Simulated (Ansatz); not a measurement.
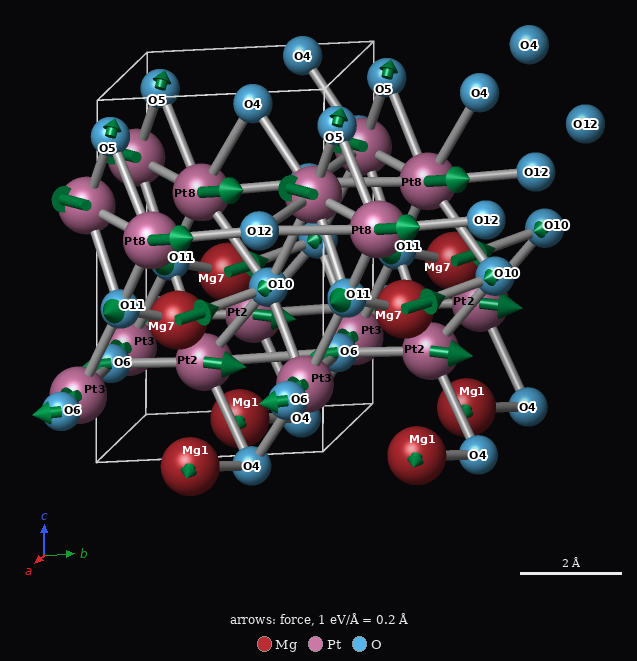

Starting geometry of crystalline MgPt$_{2}$O$_{3}$ (built on the CeAl2Cu3-65 type type) with the computed forces as green arrows. A ball-and-stick model of the cell of the calculation, repeated 2 × 2 × 1 with one cell outlined, seen slightly off an axis.

Case: shaken.

Level of theory: DFT, PBEsol, plane waves, PAW in Ansatz 0.2.0. Settings: plane-wave cutoff 420 eV; k-point mesh 4 × 4 × 2; occupations fermi dirac; smearing width 0.05 eV; no spin polarisation; cell and atoms relaxed; force threshold 0.01 eV/Å; at most 120 steps.

> Is this structure relaxed? If not, where do the atoms go?

It isn't relaxed: the largest force vector, on a Pt atom, is 7.25 eV/Å. The final displacements have little in common with the starting forces (cosine between the two patterns 0.21). Over 16 accepted moves (20 points after the start) the energy falls by 724 meV per atom. The largest force component goes from 7.1 to 0.0005 eV/Å. The pressure goes from 14.44 to 0.00 GPa. The line search rejected the trial step at point 9 of the run. At 3 points the geometry stayed and the basis and grid were re-selected for the new cell (energy shift of 7.5 meV per atom at most each time). The atom that moves furthest relative to the cell is an O atom (1.45 Å along [2 3 0]). By element the largest moves are O 1.45 Å, Mg 0.57 Å, Pt 0.34 Å. The drawn cell changes as follows: a 4.751 → 4.224 Å (−11.1 %), b 4.576 → 4.224 Å (−7.7 %), c 7.332 → 7.980 Å (+8.8 %), α 89.0° → 90.0°, β 90.9° → 90.0°, γ 112.2° → 97.0°; the volume changes by −4.3 %. Some distances before and after: Mg–O 3.489 → 2.199 Å, O–Pt 2.242 → 3.462 Å, O–Pt 2.275 → 3.443 Å, O–Pt 2.312 → 3.443 Å. New bonds form: Mg–O (2.78 → 2.03 Å), Mg–O (2.95 → 2.03 Å), Mg–O (3.23 → 2.20 Å), Mg–O (3.49 → 2.20 Å). Bonds break: O–Pt (2.24 → 3.46 Å), O–Pt (2.25 → 3.46 Å), O–Pt (2.27 → 3.44 Å), O–Pt (2.31 → 3.44 Å). Bond angles that change, for instance: O–Mg–O 157.9° → 96.9°, O–Mg–O 152.4° → 96.9°, Pt–O–Pt 108.4° → 160.9°. The space group (tolerance 0.01 Å) goes from P1 (No. 1) to Cmcm (No. 63). Cost: 5.3 min on 1 × NVIDIA H100 80GB HBM3 with 2 threads of AMD EPYC 7R13 Processor (Zen 3), on a shared host, peak memory 1.1 GiB.

Limits of the set-up: the k-point mesh is coarse for a cell with partly filled bands.
